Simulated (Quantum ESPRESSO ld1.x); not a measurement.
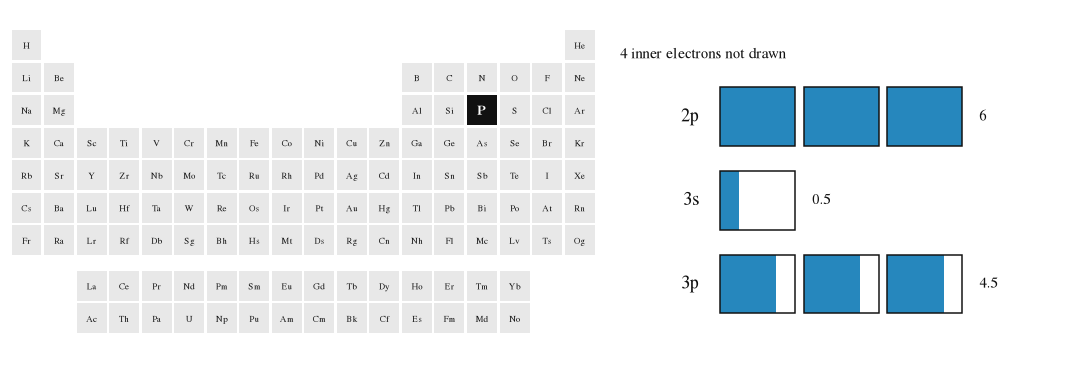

Figure 1. Left, the place of phosphorus in the periodic table; right, the outer shells as the input fills them: a box for each of the 2l + 1 orbitals, shaded by the share of the shell that is filled, with the electron count at the right.

**Run report: P, atomic calculation**

- system: the neutral phosphorus atom in the configuration [Ne] 3s0.5 3p4.5 (3s: 0.5 up, 0 down, 3p: 3 up, 1.5 down).
- method: non-relativistic Kohn-Sham, LDA (Slater exchange, VWN5 correlation), spin-polarised, spherical densities, point nucleus (Quantum ESPRESSO ld1.x 7.5)

**Summary**

```tsv
quantity	value
outcome	converged
total energy	−339.511129 hartree
kinetic energy	338.748012 hartree
electron–nucleus energy	−808.667727 hartree
Hartree energy	152.162408 hartree
exchange–correlation energy	−21.753822 hartree
radius at density 0.001 e/bohr³	4.35 bohr
SCF iterations	26
hardware	1 CPU thread, shared host
wall time	0.57 s
```

**Input file**
```
 &input
    atom='P',
    iswitch=1,
    rel=0,
    lsd=1,
    dft='SLA-VWN',
    config='[Ne] 3s0.5 3p4.5',
    verbosity='high',
    prefix='ld1',
    max_out_wfc=37,
    file_charge='ld1.rho',
 /
```

**Log**
```
     Program LD1 v.7.5 starts

     --------------------------- All-electron run ----------------------------

     atomic number is 15.00
     dft =SLA-VWN   lsd =1 sic =0 latt =0  beta=0.20 tr2=1.0E-14
     Exchange-correlation= SLA-VWN
                           (   1   2   0   0   0   0   0)
     mesh =1791 r(mesh) = 100.68026 a.u. xmin = -7.00 dx = 0.00800
     1 Ry =  13.60569312 eV

     n l     nl                  e(Ry)          e(Ha)          e(eV)
     1 0     1S 1( 1.00)    -152.282932733     -76.141466367  -2071.9148506
     2 0     2S 1( 1.00)     -12.819647420      -6.409823710   -174.4201887
     2 1     2P 1( 3.00)      -9.314229169      -4.657114584   -126.7265437
     3 0     3S 1( 0.50)      -1.156331985      -0.578165993    -15.7326981
     3 1     3P 1( 3.00)      -0.519784465      -0.259892232     -7.0720279
     1 0     1S 2( 1.00)    -152.260704900     -76.130352450  -2071.6124256
     2 0     2S 2( 1.00)     -12.793374486      -6.396687243   -174.0627273
     2 1     2P 2( 3.00)      -9.283541816      -4.641770908   -126.3090210
     3 0     3S 2( 0.00)      -1.017026686      -0.508513343    -13.8373530
     3 1     3P 2( 1.50)      -0.402502033      -0.201251016     -5.4763191

     final scf error:  6.8E-16 reached in  26 iterations

     Etot =    -679.022258 Ry,    -339.511129 Ha,   -9238.568472 eV
     Total magnetization:    2.00 Bohr mag.

     Ekin =     677.496024 Ry,     338.748012 Ha,    9217.802991 eV
     Encl =   -1617.335455 Ry,    -808.667727 Ha,  -22004.969871 eV
     Eh   =     304.324817 Ry,     152.162409 Ha,    4140.550075 eV
     Exc  =     -43.507645 Ry,     -21.753822 Ha,    -591.951666 eV

     normalization and overlap integrals

     s(1S/1S) =  1.000000  <r> =   0.1043  <r2> =    0.0146  r(max) =   0.0683
     s(1S/2S) = -0.000000
     s(1S/3S) =  0.000000
     s(2S/2S) =  1.000000  <r> =   0.5240  <r2> =    0.3276  r(max) =   0.4231
     s(2S/3S) =  0.000000
     s(2P/2P) =  1.000000  <r> =   0.4869  <r2> =    0.2978  r(max) =   0.3549
     s(2P/3P) = -0.000000
     s(3S/3S) =  1.000000  <r> =   1.8563  <r2> =    4.0036  r(max) =   1.5589
     s(3P/3P) =  1.000000  <r> =   2.2468  <r2> =    6.0277  r(max) =   1.7717
     s(1S/1S) =  1.000000  <r> =   0.1043  <r2> =    0.0146  r(max) =   0.0683
     s(1S/2S) = -0.000000
     s(1S/3S) =  0.000000
     s(2S/2S) =  1.000000  <r> =   0.5235  <r2> =    0.3267  r(max) =   0.4231
     s(2S/3S) =  0.000000
     s(2P/2P) =  1.000000  <r> =   0.4862  <r2> =    0.2966  r(max) =   0.3549
     s(2P/3P) = -0.000000
     s(3S/3S) =  1.000000  <r> =   1.8919  <r2> =    4.1836  r(max) =   1.5589
     s(3P/3P) =  1.000000  <r> =   2.3773  <r2> =    6.8375  r(max) =   1.8148

     ------------------------ End of All-electron run ------------------------
```

**Orbitals**

```tsv
orbital	occupation	energy (eV)	⟨r⟩ (bohr)	outer maximum (bohr)
1s up	1	−2071.9	0.1043	0.0683
1s down	1	−2071.6	0.1043	0.0683
2s up	1	−174.420	0.5240	0.423
2s down	1	−174.063	0.5235	0.423
2p up	3	−126.727	0.4869	0.355
2p down	3	−126.309	0.4862	0.355
3s up	0.5	−15.733	1.856	1.56
3s down	0	−13.837	1.892	1.56
3p up	3	−7.072	2.247	1.77
3p down	1.5	−5.476	2.377	1.81
```

**Slater integrals of the outer shells (hartree)**

| integral | value |
| --- | --- |
| F0(3p,3p) | 0.4041 |
| F2(3p,3p) | 0.2008 |
| F0(3p,3s) | 0.4399 |
| G1(3p,3s) | 0.2851 |
| F0(3p,2p) | 0.5579 |
| F2(3p,2p) | 0.0853 |
| G0(3p,2p) | 0.0343 |
| G2(3p,2p) | 0.0335 |
| F0(3p,2s) | 0.5527 |
| G1(3p,2s) | 0.0263 |
| F0(3s,3s) | 0.4865 |
| F0(3s,2p) | 0.6507 |
| G1(3s,2p) | 0.0464 |
| F0(3s,2s) | 0.6458 |

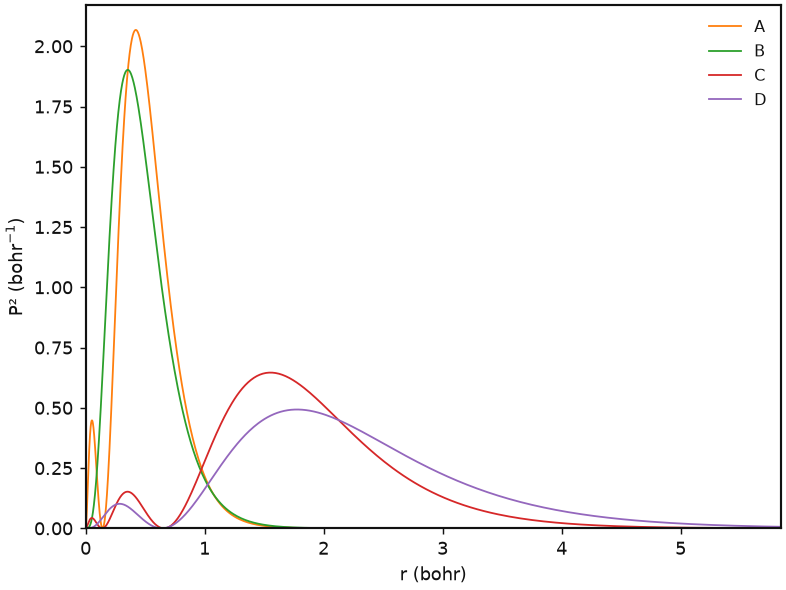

Figure 2. The radial probability densities P² of 3s up, 3p up, 2p up and 2s up. A is 2s up; B is 2p up; C is 3s up; D is 3p up. 2p up: outer maximum at 0.355 bohr, ⟨r⟩ = 0.487 bohr, 0 nodes, eigenvalue −126.7 eV; 2s up: outer maximum at 0.423 bohr, ⟨r⟩ = 0.524 bohr, 1 node, eigenvalue −174.4 eV; 3s up: outer maximum at 1.56 bohr, ⟨r⟩ = 1.86 bohr, 2 nodes, eigenvalue −15.7 eV; 3p up: outer maximum at 1.77 bohr, ⟨r⟩ = 2.25 bohr, 1 node, eigenvalue −7.07 eV.

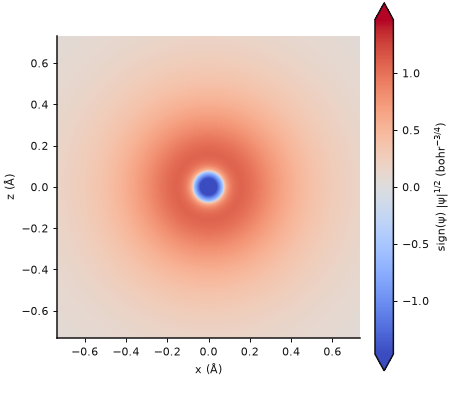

Figure 3. One occupied orbital of up spin is shown. In the xz plane through the nucleus, the colour gives the signed square root of ψ. (1 bohr = 0.529 Å.) The radial function comes from the spherical calculation and is multiplied by a real spherical harmonic; the overall sign is chosen so that the largest lobe of P(r) is positive. It is 2s of up spin. It has no angular node and 1 radial node, at r = 0.143 bohr. The outermost maximum of P² lies at 0.423 bohr, ⟨r⟩ = 0.524 bohr, 90 % of the charge lies within 0.824 bohr, and the eigenvalue is −174.4 eV, with 1 electron in the shell for this spin.

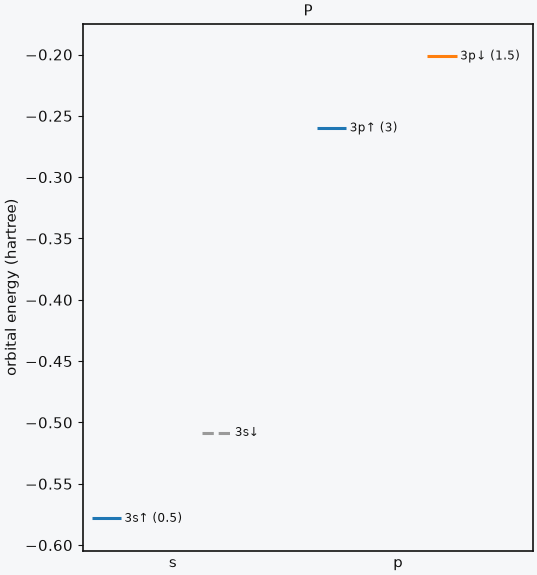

Figure 4. The outer levels are drawn (occupations in brackets, up spins at the left of each column and down spins at the right, empty levels dashed). The highest occupied level is 3p down at −0.201 hartree. From the top down the occupied levels run 3p down (−0.201 hartree), 3p up (−0.260 hartree), 3s up (−0.578 hartree). The lowest empty level drawn is 3s down at −0.509 hartree, below the highest occupied one, so this filling isn't the aufbau one. The largest exchange splitting (down less up) among the shells drawn in both spins is that of 3s, 0.0697 hartree. The order isn't aufbau: the empty 3s down level lies under the highest occupied one.
